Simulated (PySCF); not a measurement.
Coordinates of C₃H₅GeNO, SMILES [GeH3][c]1ccno1, singlet (Å):

```xyz
11

Ge    -1.9745    -0.1263    -0.1698
C     -0.0309    -0.0897    -0.1452
C      0.8884     0.4037     0.7395
C      2.1324     0.1001     0.1247
N      1.9680    -0.5169    -1.0154
O      0.6233    -0.6349    -1.1840
H     -2.4453     0.4868     1.1565
H     -2.4541    -1.5789    -0.2971
H     -2.4820     0.7023    -1.3586
H      0.7044     0.9058     1.6856
H      3.1430     0.3111     0.4752
```

Vertical TDDFT excitations, PBE0/def2-SVPD with PySCF, at a PBE0-D3(BJ)/def2-SVP geometry (no frequency check), gas phase.

### What does its absorption spectrum look like?

The lowest singlet lies at 6.24 eV (199 nm, f = 0.004) (S2 lies within 0.06 eV, too close to order); the brightest of the first 10 is S2 at 6.29 eV (197 nm), f = 0.256, mainly HOMO → LUMO (93 %) (S1 lies within 0.06 eV, too close to order). No singlet lies below 3.1 eV (beyond 400 nm), so at this level no vertical transition falls in the visible.


| state | E (eV) | λ (nm) | f | main character |
| --- | --- | --- | --- | --- |
| S1 | 6.24 | 199 | 0.004 | HOMO−1 → LUMO (51 %) |
| S2 | 6.29 | 197 | 0.256 | HOMO → LUMO (93 %) |
| S3 | 6.92 | 179 | 0.026 | HOMO−2 → LUMO (38 %) |
| S4 | 6.95 | 178 | 0.000 | HOMO → LUMO+1 (91 %) |
| S5 | 7.30 | 170 | 0.007 | HOMO → LUMO+2 (84 %) |
| S6 | 7.54 | 164 | 0.000 | HOMO → LUMO+3 (86 %) |
| S7 | 7.67 | 162 | 0.001 | HOMO−5 → LUMO (49 %) |
| S8 | 7.99 | 155 | 0.007 | HOMO → LUMO+5 (95 %) |
| S9 | 8.06 | 154 | 0.002 | HOMO−3 → LUMO (52 %) |
| S10 | 8.07 | 154 | 0.013 | HOMO−2 → LUMO+1 (44 %) |

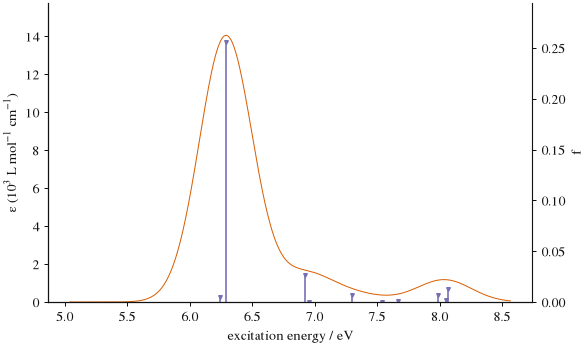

Only the first 10 singlet excitations are included; each is broadened by a Gaussian of 1/e half-width 0.30 eV. Sticks give oscillator strengths (right axis).

Known limits of this run: states above the negative HOMO energy depend on the basis; core orbitals are frozen in the response.
